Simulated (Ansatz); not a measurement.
# AlPNH+ (doublet): one geometry, many settings

Aim: run AlPNH+ (doublet) at one geometry under a spread of methods and options, and see what each costs and gives.

The runs use Ansatz 0.2.0, Gaussian basis; the settings change from run to run.

29 further runs of the same task are left out: 10 for a known fault of the program, 9 that didn't finish, 10 set aside as unsound or not needed.

## (1) The system

The geometry is a PBE0/def2-TZVP stationary point (not a proven minimum) of the parent state, kept for this charge and spin.

4 atoms, charge 1, spin multiplicity 2.

Atoms are counted from 1 here; the program's logs count them from 0.

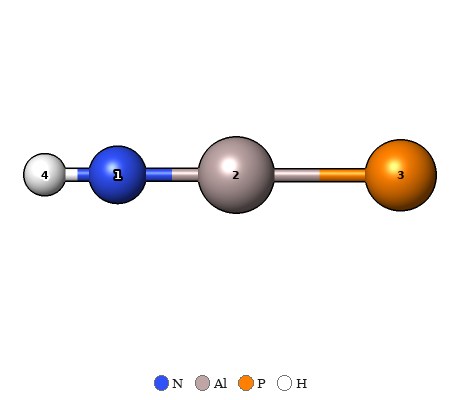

The geometry (nitrogen blue, aluminium light grey, phosphorus orange, hydrogen white); atoms are numbered from 1 in the order of the file.

## (2) HF/def2-SVP

Input file in.yaml:

```yaml
crystal:
  periodic: [false, false, false]
  atoms:
    - {symbol: N, position_ang: [0.000000, 0.000000, 1.130338]}
    - {symbol: Al, position_ang: [0.000000, 0.000000, -0.499668]}
    - {symbol: P, position_ang: [0.000000, 0.000000, -2.759714]}
    - {symbol: H, position_ang: [0.000000, 0.000000, 2.129045]}
basis:
  gaussian: {orbitals: def2-SVP}
total_charge: 1
magnetization: {spin_polarized: false, initial_magnetization: 1}
hamiltonian: {xc: hf}
output: {forces: true, orbitals: {seedname: orbitals}}
```

Run with:

```console
$ ansatz run in.yaml --threads 1 --pin off --events-out ev --progress --plain --max-ram 2393MiB
```

Output:

```text
Functional definition: HF
  name "HF"
  cite "Fock, Z. Phys. 61, 126 (1930) doi:10.1007/BF01340294"
  parent pbe
  exchange = exact_x
  correlation = 0
511 factors; integrals over basis functions are off by at most 9.1e-4 eV
mean field evaluation 1: about -17318.1128 eV, gradient 7.3e1 eV
mean field evaluation 2: about -17318.1180 eV, gradient 7.3e1 eV
mean field evaluation 4: about -17329.4915 eV, gradient 3.0e1 eV
mean field evaluation 8: about -17335.4462 eV, gradient 5.1e0 eV
mean field evaluation 16: about -17335.9159 eV, gradient 1.7e-3 eV
mean field evaluation 32: about -17335.8349 eV, gradient 1.4e-1 eV
mean field evaluation 64: about -17335.8095 eV, gradient 1.1e-1 eV
mean field evaluation 96: about -17330.5560 eV, gradient 2.8e0 eV
mean field evaluation 128: about -17335.9159 eV, gradient 3.6e-3 eV
mean field -17335.91592126 eV, -637.0831594003 hartree, gradient 7.2e-6 eV, S^2 0.750000; 4 other end points of the search recorded, 0 dependent functions left out
the calculation of the forces begins
reference -17335.91592126 eV, -637.0831594003 hartree; 18, 17 occupied and 37, 38 virtual orbitals, 511 factors
Total energy: -17335.91592126 eV, -637.0831594003 hartree
Atom 0 at     0.000000     0.000000     1.130338 Å, force     0.000000    -0.000000     2.846337 eV/Å
Atom 1 at     0.000000     0.000000    -0.499668 Å, force     0.000000     0.000000    -2.813622 eV/Å
Atom 2 at     0.000000     0.000000    -2.759714 Å, force     0.000000    -0.000000    -0.146881 eV/Å
Atom 3 at     0.000000     0.000000     2.129045 Å, force    -0.000000    -0.000000     0.114166 eV/Å
Dipole moment:    -0.000000    -0.000000     0.447566 e Å
```

Run time: 1.4 s. Hardware: 1 thread of Arm Neoverse V2, shared host.

## (3) HF/cc-pVDZ

Edit in.yaml of step 2 so:

```diff
@@ -8,6 +8,7 @@
 basis:
-  gaussian: {orbitals: def2-SVP}
+  gaussian: {orbitals: cc-pVDZ}
 total_charge: 1
-magnetization: {spin_polarized: false, initial_magnetization: 1}
+magnetization: {spin_polarized: true, initial_magnetization: 1}
 hamiltonian: {xc: hf}
+scf: {lower_state_search: off}
 output: {forces: true, orbitals: {seedname: orbitals}}
```

Launched as before.

Output (excerpt; [...] marks lines left out):

```text
Functional definition: HF
  name "HF"
  cite "Fock, Z. Phys. 61, 126 (1930) doi:10.1007/BF01340294"
  parent pbe
[...]
554 factors; integrals over basis functions are off by at most 1.3e-3 eV
[...]
mean field -17344.12869844 eV, -637.3849733949 hartree, gradient 3.0e-6 eV, S^2 1.770219; 0 other end points of the search recorded, 0 dependent functions left out
[...]
reference -17344.12869844 eV, -637.3849733949 hartree; 18, 17 occupied and 37, 38 virtual orbitals, 554 factors
Total energy: -17344.12869844 eV, -637.3849733949 hartree
Atom 0 at     0.000000     0.000000     1.130338 Å, force    -0.000000     0.000000     3.294113 eV/Å
Atom 1 at     0.000000     0.000000    -0.499668 Å, force    -0.000000    -0.000000    -2.784672 eV/Å
Atom 2 at     0.000000     0.000000    -2.759714 Å, force    -0.000000    -0.000000    -0.689498 eV/Å
Atom 3 at     0.000000     0.000000     2.129045 Å, force     0.000000    -0.000000     0.180057 eV/Å
Dipole moment:     0.000000    -0.000000     0.454143 e Å
Checks for a lower state left out: stability, starts, cluster_reference, orbital_swaps, neighbouring_geometries, increment
```

Run time: 0.63 s. Hardware: 1 thread of Arm Neoverse V2, shared host.

From the report: ⟨S²⟩ of the determinant 1.770 (pure doublet: 0.75). The determinant is far from a pure spin state, so its energy mixes those of several spin states (harmless only where they are near-degenerate, as at dissociation).

## (4) MP2 on UHF/6-31G

Edit in.yaml of step 3 so:

```diff
@@ -8,7 +8,7 @@
 basis:
-  gaussian: {orbitals: cc-pVDZ}
+  gaussian: {orbitals: 6-31G}
 total_charge: 1
 magnetization: {spin_polarized: true, initial_magnetization: 1}
-hamiltonian: {xc: hf}
-scf: {lower_state_search: off}
-output: {forces: true, orbitals: {seedname: orbitals}}
+correlation: {method: mp2, electrons: all}
+accuracy: high
+output: {forces: true}
```

Same command.

Output (excerpt; [...] marks lines left out):

```text
Functional definition: HF
  name "HF"
  cite "Fock, Z. Phys. 61, 126 (1930) doi:10.1007/BF01340294"
  parent pbe
[...]
788 factors; integrals over basis functions are off by at most 3.5e-9 eV
[...]
mean field -17341.53563738 eV, -637.2896801589 hartree, gradient 4.0e-8 eV, S^2 1.766245; 14 other end points of the search recorded, 0 dependent functions left out
reference -17341.53563738 eV, -637.2896801589 hartree; 18, 17 occupied and 19, 20 virtual orbitals, 788 factors
second order -3.68596284 eV of doubles, -0.00000000 eV of singles
[...]
Total energy: -17345.22160022 eV, -637.4251367946 hartree
Atom 0 at     0.000000     0.000000     1.130338 Å, force    -0.000000     0.000000     4.190187 eV/Å
Atom 1 at     0.000000     0.000000    -0.499668 Å, force    -0.000000     0.000000    -3.046262 eV/Å
Atom 2 at     0.000000     0.000000    -2.759714 Å, force     0.000000    -0.000000    -1.787476 eV/Å
Atom 3 at     0.000000     0.000000     2.129045 Å, force     0.000000    -0.000000     0.643551 eV/Å
Dipole moment:    -0.000000     0.000000     0.495231 e Å
```

Run time: 3.6 s. Hardware: 1 thread of Arm Neoverse V2, shared host.

From the report: ⟨S²⟩ of the determinant 1.766 (pure doublet: 0.75). The determinant is far from a pure spin state, so its energy mixes those of several spin states (harmless only where they are near-degenerate, as at dissociation).

## (5) CASSCF(3,3)/STO-3G

Input file in.yaml:

```yaml
crystal:
  periodic: [false, false, false]
  atoms:
    - {symbol: N, position_ang: [0.000000, 0.000000, 1.130338]}
    - {symbol: Al, position_ang: [0.000000, 0.000000, -0.499668]}
    - {symbol: P, position_ang: [0.000000, 0.000000, -2.759714]}
    - {symbol: H, position_ang: [0.000000, 0.000000, 2.129045]}
basis:
  gaussian: {orbitals: STO-3G}
total_charge: 1
magnetization: {spin_polarized: false, initial_magnetization: 1}
hamiltonian: {pseudopotentials: {relativity: scalar}}
correlation: {active_space: {window: {electrons: 3, orbitals: 3}, states: [{multiplicity: 2, weights: [1, 1]}]}}
```

Same command.

Output (excerpt; [...] marks lines left out):

```text
Functional definition: HF
  name "HF"
  cite "Fock, Z. Phys. 61, 126 (1930) doi:10.1007/BF01340294"
  parent pbe
[...]
401 factors; integrals over basis functions are off by at most 4.0e-8 eV
[...]
mean field -17169.09091618 eV, -630.9524535417 hartree, gradient 2.2e-6 eV, S^2 0.750000; 14 other end points of the search recorded, 0 dependent functions left out
reference -17169.09091618 eV, -630.9524535417 hartree; 18, 17 occupied and 6, 7 virtual orbitals, 401 factors
state -17171.31755108 eV, -631.0342808652 hartree
state -17169.77159179 eV, -630.9774679092 hartree
Total energy: -17170.54457144 eV, -631.0058743872 hartree
Relativity: scalar
```

Wall time 1.3 s (1 thread of Arm Neoverse V2, shared host).

From the report: 9 determinants; active occupations (of the averaged states) 1.12, 0.96, 0.93.

## (6) BCCD(T) on ROHF/STO-3G

Edit in.yaml of step 5 so:

```diff
@@ -11,3 +11,3 @@
 magnetization: {spin_polarized: false, initial_magnetization: 1}
-hamiltonian: {pseudopotentials: {relativity: scalar}}
-correlation: {active_space: {window: {electrons: 3, orbitals: 3}, states: [{multiplicity: 2, weights: [1, 1]}]}}
+correlation: {method: bccd_t, electrons: outside_noble_gas, diis_vectors: 2}
+output: {forces: true}
```

Launched as before.

Output (excerpt; [...] marks lines left out):

```text
Functional definition: HF
  name "HF"
  cite "Fock, Z. Phys. 61, 126 (1930) doi:10.1007/BF01340294"
  parent pbe
[...]
264 factors; integrals over basis functions are off by at most 4.2e-5 eV
[...]
mean field -17142.25661797 eV, -629.9663112717 hartree, gradient 2.2e-6 eV, S^2 0.750000; 15 other end points of the search recorded, 0 dependent functions left out
[...]
determinant -17142.25661797 eV, -629.9663112717 hartree, with singles and doubles -17145.24545504 eV, -630.0761490081 hartree
determinant -17142.12392910 eV, -629.9614350456 hartree, with singles and doubles -17144.89740514 eV, -630.0633584099 hartree
determinant -17140.08722089 eV, -629.8865873992 hartree, with singles and doubles -17145.64186089 eV, -630.0907166542 hartree
determinant -17140.08722089 eV, -629.8865873992 hartree, with singles and doubles -17145.64186036 eV, -630.0907166348 hartree
[...]
reference -17138.77418838 eV, -629.8383343446 hartree; 7, 6 occupied and 6, 7 virtual orbitals, 264 factors
second order -8.26295103 eV of doubles, -0.69438356 eV of singles
cycle   1  -8.31438755 eV  change   -2.8e-1 eV  update   6.1e-2
[...]
cycle  92  -8.08946943 eV  change   -4.6e-8 eV  update   4.8e-7
perturbative correction -0.14543567 eV, -0.0053446624 hartree
WARN: these amplitudes may be one of several solutions (largest doubles amplitude 0.11, level shift 13.85 eV)
[...]
Total energy: -17147.00909348 eV, -630.1409615253 hartree
Atom 0 at     0.000000     0.000000     1.130338 Å, force     0.000000    -0.000000    -1.079250 eV/Å
Atom 1 at     0.000000     0.000000    -0.499668 Å, force     0.000000    -0.000000    -1.957358 eV/Å
Atom 2 at     0.000000     0.000000    -2.759714 Å, force     0.000000    -0.000000     0.090904 eV/Å
Atom 3 at     0.000000     0.000000     2.129045 Å, force     0.000000     0.000000     2.945703 eV/Å
Dipole moment:     0.000000     0.000000     0.334917 e Å
```

It took 3.5 s on 1 thread of Arm Neoverse V2, shared host.

From the report: correlation -8.2349 eV; largest double amplitude 0.11. The report flags that the cluster equations may have other roots.

## (7) CCSD(T) on UHF/cc-pVDZ

Input file in.yaml:

```yaml
crystal:
  periodic: [false, false, false]
  atoms:
    - {symbol: N, position_ang: [0.000000, 0.000000, 1.130338]}
    - {symbol: Al, position_ang: [0.000000, 0.000000, -0.499668]}
    - {symbol: P, position_ang: [0.000000, 0.000000, -2.759714]}
    - {symbol: H, position_ang: [0.000000, 0.000000, 2.129045]}
basis:
  gaussian: {orbitals: cc-pVDZ}
total_charge: 1
magnetization: {spin_polarized: true, initial_magnetization: 1}
hamiltonian: {pseudopotentials: {relativity: scalar}}
correlation: {method: ccsd_t, electrons: outside_noble_gas}
accuracy: high
scf: {lower_state_search: light}
output: {forces: true}
```

Same command.

Output (excerpt; [...] marks lines left out):

```text
Functional definition: HF
  name "HF"
  cite "Fock, Z. Phys. 61, 126 (1930) doi:10.1007/BF01340294"
  parent pbe
[...]
1091 factors; integrals over basis functions are off by at most 3.9e-9 eV
[...]
mean field -17375.46877035 eV, -638.5366997945 hartree, gradient 7.3e-8 eV, S^2 1.770174; 21 other end points of the search recorded, 0 dependent functions left out
determinant -17375.46877035 eV, -638.5366997945 hartree, with singles and doubles -17383.01083594 eV, -638.8138655929 hartree
determinant -17375.01440699 eV, -638.5200022492 hartree, with singles and doubles -17382.59123080 eV, -638.7984453885 hartree
determinant -17374.98840868 eV, -638.5190468288 hartree, with singles and doubles -17382.53742037 eV, -638.7964678917 hartree
determinant -17373.68431677 eV, -638.4711223351 hartree, with singles and doubles -17381.79472785 eV, -638.7691744447 hartree
[...]
reference -17375.46877035 eV, -638.5366997945 hartree; 7, 6 occupied and 37, 38 virtual orbitals, 1091 factors
second order -6.50291605 eV of doubles, -0.00000000 eV of singles
cycle   1  -7.54463646 eV  change   -2.9e-6 eV  update   3.4e-6
[...]
cycle  20  -7.54463551 eV  change   9.3e-11 eV  update   1.6e-9
perturbative correction -0.21098955 eV, -0.0077537231 hartree
[...]
Total energy: -17383.22439541 eV, -638.8217137587 hartree
Relativity: scalar
Atom 0 at     0.000000     0.000000     1.130338 Å, force    -0.000000    -0.000000     3.111806 eV/Å
Atom 1 at     0.000000     0.000000    -0.499668 Å, force     0.000000     0.000000    -3.152549 eV/Å
Atom 2 at     0.000000     0.000000    -2.759714 Å, force    -0.000000     0.000000    -0.944034 eV/Å
Atom 3 at     0.000000     0.000000     2.129045 Å, force     0.000000    -0.000000     0.984777 eV/Å
Dipole moment:    -0.000000    -0.000000     0.387493 e Å
```

Wall time 46 s (1 thread of Arm Neoverse V2, shared host); peak memory 0.32 GiB.

From the report: ⟨S²⟩ of the determinant 1.770 (pure doublet: 0.75); correlation -7.7556 eV; T1 0.021; largest double amplitude 0.06. The determinant is far from a pure spin state, so its energy mixes those of several spin states (harmless only where they are near-degenerate, as at dissociation).

## (8) The runs in one table

 † marks a result that the program doubts.

| level | correlated | functions | energy (eV) | time |
| --- | --- | --- | --- | --- |
| HF/def2-SVP |  | 55 | -17335.9159 | 1.4 s |
| HF/cc-pVDZ |  | 55 | -17344.1287 | 0.63 s |
| MP2 on UHF/6-31G | all | 37 | -17345.2216 | 3.6 s |
| CASSCF(3,3)/STO-3G (mean of several states, relativity set) |  | 24 | -17170.5446 | 1.3 s |
| BCCD(T) on ROHF/STO-3G † | outside noble gas | 24 | -17147.0091 | 3.5 s |
| CCSD(T) on UHF/cc-pVDZ (relativity set) | outside noble gas | 55 | -17383.2244 | 46 s |

## (9) Results

| quantity | value |
| --- | --- |
| runs | 6 |
| quickest | HF/cc-pVDZ, 0.63 s |
| slowest | CCSD(T) on UHF/cc-pVDZ (relativity set), 46 s |

**Reading.** Total energies in different bases, with other cores or another treatment of relativity can't be set against each other. CCSD(T) on UHF/cc-pVDZ (relativity set) took 73 times as long as HF/cc-pVDZ; the jobs differ in more than the method.
